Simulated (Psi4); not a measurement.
# BHF2 (SMILES FBF) at MP2/def2-TZVPD (density fitting with def2-universal-jkfit, density fitting for correlation, sweep point 3)

Aim: the vertical singlet–triplet gap of BHF2 at MP2/def2-TZVPD (density fitting with def2-universal-jkfit, density fitting for correlation, sweep point 3), from 2 runs. Input form: a Python script.

The calculation is run with Psi4 1.11.

2 further runs of the same task are left out: 2 set aside as unsound or not needed.

**1. The molecule**

The species is BHF2 (4 atoms), meant as a singlet with charge 0. As SMILES, `FBF`. The coordinates come from a PBE0-D4/def2-TZVP relaxation.

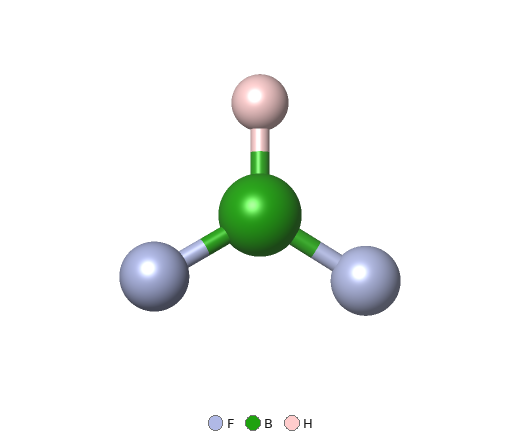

Viewed from a chosen angle; fluorine light blue, boron green, hydrogen pink.

**2. The energy at MP2/def2-TZVPD (density fitting with def2-universal-jkfit, density fitting for correlation, sweep point 3)**

Input file bf2h.py:

```python
import psi4

psi4.set_memory(1600000000)
psi4.set_num_threads(1)
psi4.core.set_output_file('output.dat', False)

geom = psi4.geometry("""
0 1
F      1.154300     0.456900    -0.361900
B     -0.001900    -0.031000     0.025200
F     -1.095400     0.528700    -0.438900
H     -0.057000    -0.954600     0.775600
symmetry c1
""")

psi4.set_options({
    'puream': True,
    'scf_type': 'df',
    'num_frozen_docc': 3,
    'df_basis_scf': 'def2-universal-jkfit',
})

e, wfn = psi4.energy("mp2/def2-TZVPD", return_wfn=True)
print('E =', round(e, 9))
```

On the command line:

```bash
$ python bf2h.py
```

output.dat, cut to the lines that bear on the results:

```text
[...]
  Running in c1 symmetry.
[...]
  Nuclear repulsion =   61.888554759542060
[...]
  Multiplicity = 1
[...]
  Nalpha       = 12
  Nbeta        = 12
[...]
    Number of basis functions: 126
[...]
   @DF-RHF iter   1:  -224.31979375390540   -9.00525e-01   3.07485e-03 DIIS/ADIIS
[...]
   @DF-RHF iter  10:  -224.36626409986414   -2.01794e-12   4.61795e-09 DIIS
[...]
    Orbital Energies [Eh]
    ---------------------
    Doubly Occupied:
       1A    -26.321265     2A    -26.321224     3A     -7.720213
       4A     -1.653926     5A     -1.622240     6A     -0.831381
       7A     -0.769469     8A     -0.750102     9A     -0.720460
      10A     -0.666821    11A     -0.660321    12A     -0.560080
[...]
  @DF-RHF Final Energy:  -224.36626409986414
   => Energetics <=
    Nuclear Repulsion Energy =             61.8885547595420604
    One-Electron Energy =                -435.3146318157008636
    Two-Electron Energy =                 149.0598129562946781
    Total Energy =                       -224.3662640998641393
[...]
 Multipole Moments:
 ------------------------------------------------------------------------------------
     Multipole            Electronic (a.u.)      Nuclear  (a.u.)        Total (a.u.)
 ------------------------------------------------------------------------------------
 L = 1.  Multiply by 2.5417464519 to convert [e a0] to [Debye]
 Dipole X            :          0.0467046           -0.0675938           -0.0208892
 Dipole Y            :          0.7865758           -1.1322755           -0.3456997
 Dipole Z            :         -0.6390501            0.9199550            0.2809048
 Magnitude           :                                                    0.4459285
[...]
```

Standard output:

```text
E = -224.962619597
```

It took 1.4 s on 1 thread of AMD EPYC 9R45 (Zen 5), shared host; peak memory 0.23 GiB.

**3. The triplet**

Input file run.py:

```python
import psi4

psi4.set_memory('1600 MB')
psi4.set_num_threads(1)
psi4.core.set_output_file('bf2h.out', False)

mol = psi4.geometry("""
0 3
F      1.154300     0.456900    -0.361900
B     -0.001900    -0.031000     0.025200
F     -1.095400     0.528700    -0.438900
H     -0.057000    -0.954600     0.775600
symmetry c1
""")

options = {'basis': 'def2-TZVPD', 'reference': 'uhf', 'puream': True, 'scf_type': 'df', 'num_frozen_docc': 3, 'df_basis_scf': 'def2-universal-jkfit', 'maxiter': 150}
psi4.set_options(options)

energy_value = psi4.energy("mp2")
print(f'mp2 energy: {energy_value:.10f} Eh')
```

On the command line:

```bash
$ python run.py
```

bf2h.out, cut to the lines that bear on the results:

```text
[...]
  Running in c1 symmetry.
[...]
  Nuclear repulsion =   61.888554759542060
[...]
  Multiplicity = 3
[...]
  Nalpha       = 13
  Nbeta        = 11
[...]
    Number of basis functions: 126
[...]
   @DF-UHF iter   1:  -224.00413861136548   -5.84870e-01   3.04900e-03 DIIS/ADIIS
[...]
   @DF-UHF iter  14:  -224.07259607729625   -5.40012e-12   4.74992e-09 DIIS
[...]
   @S^2 Observed:                2.005050380E+00
[...]
    Orbital Energies [Eh]
    ---------------------
    Alpha Occupied:
       1A    -26.315782     2A    -26.315758     3A     -7.720733
       4A     -1.651122     5A     -1.620677     6A     -0.905931
       7A     -0.797055     8A     -0.765192     9A     -0.743541
      10A     -0.688897    11A     -0.672099    12A     -0.656388
      13A     -0.254475
    Alpha Virtual:
      14A      0.039232    15A      0.089298    16A      0.098950
      17A      0.138934    18A      0.146032    19A      0.152292
      20A      0.159713    21A      0.184789    22A      0.189212
      23A      0.193895    24A      0.225055    25A      0.240092
[...]
  @DF-UHF Final Energy:  -224.07259607729625
   => Energetics <=
    Nuclear Repulsion Energy =             61.8885547595420604
    One-Electron Energy =                -435.0772971811081220
    Two-Electron Energy =                 149.1161463442698221
    Total Energy =                       -224.0725960772962537
  UHF NO Occupations:
  HONO-2 :   11  A 1.9991283
  HONO-1 :   12  A 1.0000000
[...]
 Multipole Moments:
 ------------------------------------------------------------------------------------
     Multipole            Electronic (a.u.)      Nuclear  (a.u.)        Total (a.u.)
 ------------------------------------------------------------------------------------
 L = 1.  Multiply by 2.5417464519 to convert [e a0] to [Debye]
 Dipole X            :          0.0182565           -0.0675938           -0.0493372
 Dipole Y            :          0.3090166           -1.1322755           -0.8232589
 Dipole Z            :         -0.2511294            0.9199550            0.6688256
 Magnitude           :                                                    1.0618461
[...]
```

The script printed:

```text
mp2 energy: -224.6582810697 Eh
```

It took 1.8 s on 1 thread of AMD EPYC 9R45 (Zen 5), shared host; peak memory 0.23 GiB.

**4. What came out**

Level: MP2/def2-TZVPD (density fitting with def2-universal-jkfit, density fitting for correlation, sweep point 3), 3 core orbitals frozen.

| quantity | value |
| --- | --- |
| singlet: total energy | -224.96262 Eh |
| singlet: HOMO energy (Hartree–Fock orbitals) | -15.24 eV |
| singlet: LUMO energy (Hartree–Fock orbitals) | 1.31 eV |
| singlet: HOMO–LUMO gap (Hartree–Fock orbitals) | 16.55 eV |
| singlet: correlation energy (3 core orbitals frozen) | -596.4 mEh |
| triplet: total energy | -224.65828 Eh |
| triplet: HOMO energy (Hartree–Fock orbitals) (highest over α and β) | -6.92 eV |
| triplet: LUMO energy (Hartree–Fock orbitals) (lowest over α and β) | -3.80 eV |
| triplet: correlation energy (3 core orbitals frozen) | -585.7 mEh |
| triplet: ⟨S²⟩ of the reference determinant | 2.005 |
| vertical energy of the triplet above the singlet | 8.281 eV |

At this shape the triplet lies 8.28 eV (191 kcal/mol) above the singlet.
